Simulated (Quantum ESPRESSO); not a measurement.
Consider SnO2 (Cassiterite, P4_2/mnm).

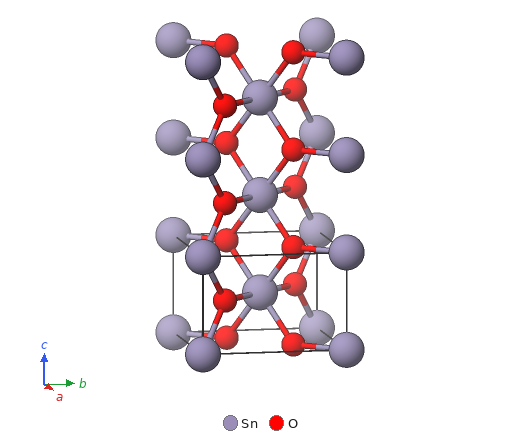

The structure (tin purple, oxygen red). 1×1×3 cells are drawn. Some periodic images of atoms are drawn too.

```xyz
6
Lattice="4.7380 0.0000 0.0000 0.0000 4.7380 0.0000 0.0000 0.0000 3.1865" Properties=species:S:1:pos:R:3 pbc="T T T"
Sn    2.3690    2.3690    1.5933
Sn    0.0000    0.0000    0.0000
O     3.8240    0.9140    1.5933
O     3.2830    3.2830    0.0000
O     0.9140    3.8240    1.5933
O     1.4550    1.4550    0.0000
```

Absorber: atom 1, with 6 O at 2.05 Å (distorted octahedral, site symmetry mmm). Method: Quantum ESPRESSO XSpectra, PBE, full core hole (charged cell), 12-atom cell with 5.7 Å between holes, 4×4×4 k points, dipole transitions, Lorentzian half width 4.25 eV (not a setting of the program: the run's 0.4 eV curve was folded afterwards with a further Lorentzian).

**Question.** Where do the maxima of the Sn K edge fall?

Main maxima up to 30 eV above the zero (height): 8.8 eV (1.40). A K edge sees empty p states on the absorber. 

The Sn K spectrum (energy from the lowest empty level; intensity scaled to a mean of 1 over the first 20 eV; folded afterwards to Lorentzian half width 4.25 eV; the points at xe0, where the cut of filled states can leave a spike, are interpolated; polarised curves are means over the symmetry-equivalent atoms):

```csv
E (eV),isotropic,ε ⊥ c,ε ∥ c
-2.0,0.28,0.30,0.26
-0.5,0.36,0.38,0.33
1.0,0.48,0.50,0.43
2.5,0.64,0.68,0.57
4.0,0.86,0.91,0.76
5.5,1.11,1.16,1.00
7.0,1.31,1.33,1.26
8.5,1.40,1.37,1.46
10.0,1.36,1.28,1.51
11.5,1.24,1.16,1.40
13.0,1.10,1.04,1.22
14.5,0.99,0.95,1.07
16.0,0.92,0.90,0.96
17.5,0.88,0.86,0.90
19.0,0.84,0.83,0.86
20.5,0.81,0.80,0.82
22.0,0.79,0.78,0.79
23.5,0.78,0.79,0.77
25.0,0.78,0.80,0.75
26.5,0.78,0.80,0.74
28.0,0.77,0.79,0.72
29.5,0.74,0.76,0.68
31.0,0.70,0.74,0.64
```

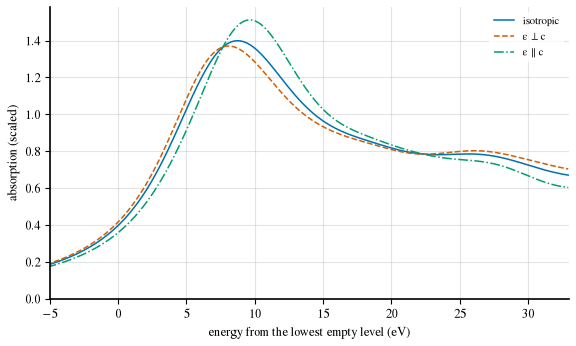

The Sn K edge.

The holes are only 5.7 Å apart, so the shape is probably not converged with cell size; no larger cell was run here. The structure is a published determination, not relaxed.

[Banner, clock and machine lines of the logs are left out without a mark of their own.]

[Logs are printed without paths, hosts, clocks, repeated set-up lines and the standing remarks that a program may print on its own settings, such as how far it seeks lower states.]

[Hosts, paths, dates, database ids (printed as entryN), source tags and the programs' standing remarks are cut or masked in the printed files.]

[Lists of maxima count a maximum above −3 eV only where it reaches 4 % of the highest in the window and stands out from its surroundings by 2 % of it (1.5 % where it reaches 55 %); shoulders and weaker maxima are passed over, and of the rest the first, up to two pre-edge ones and the few strongest are named.]
